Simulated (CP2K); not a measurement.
Methyl vinyl ether has these distinct C atoms: C1 (bonded to C and 2 H), C2 (bonded to C, O and H) and C4 (bonded to O and 3 H).

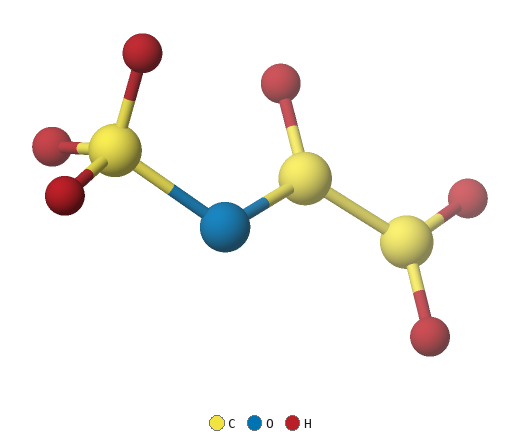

The molecule (carbon yellow, oxygen blue, hydrogen red).

```xyz
10

C     1.9098    0.0350   -0.4808
C     0.6957   -0.1517    0.0489
O    -0.4503    0.2863   -0.5663
C    -1.6461    0.1040    0.2082
H     2.0483    0.5601   -1.4242
H     2.7828   -0.3476    0.0411
H     0.5451   -0.6762    0.9978
H    -2.4796    0.4114   -0.4321
H    -1.6299    0.7309    1.1139
H    -1.7758   -0.9522    0.4934
```

Their partial C K spectra (CP2K XAS_TDP, all-electron GAPW, PBEh(45%), aug-cc-pVDZ, TDA, GW2X-corrected core level, no relativity) are given in random order, each times the number of alike atoms.

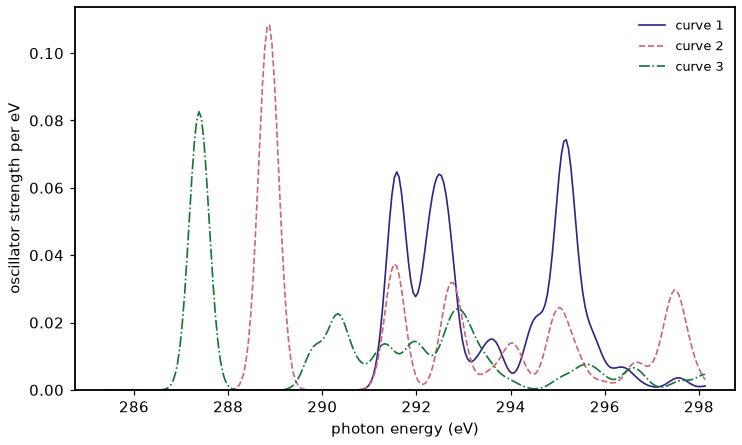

Gaussian full width 0.5 eV, oscillator strength per eV, alike atoms added, rows of zeros left out.

**Question.** Which curve belongs to which atom?

Curve 1: C4 (bonded to O and 3 H), leading line at 291.58 eV (f = 0.034 an atom), ionisation energy 294.05 eV, term value 2.47 eV. Curve 2: C2 (bonded to C, O and H), leading line at 288.86 eV (f = 0.058 an atom), ionisation energy 293.60 eV, term value 4.74 eV. Curve 3: C1 (bonded to C and 2 H), leading line at 287.38 eV (f = 0.044 an atom), ionisation energy 291.56 eV, term value 4.18 eV. The leading line of an atom is its first one with 35 % of the strongest within 2.5 eV of its lowest line over the strength cut. A line lies at the core ionisation energy, which rises as an atom loses charge to its neighbours or to a π system, less the term value, which is large for a low π* or σ* orbital with weight on that atom.

[Banner, clock and machine lines of the logs are left out without a mark of their own.]

[Logs are printed without paths, hosts, clocks, repeated set-up lines and the standing remarks that a program may print on its own settings, such as how far it seeks lower states.]

[Hosts, paths, dates, database ids (printed as entryN), source tags and the programs' standing remarks are cut or masked in the printed files.]
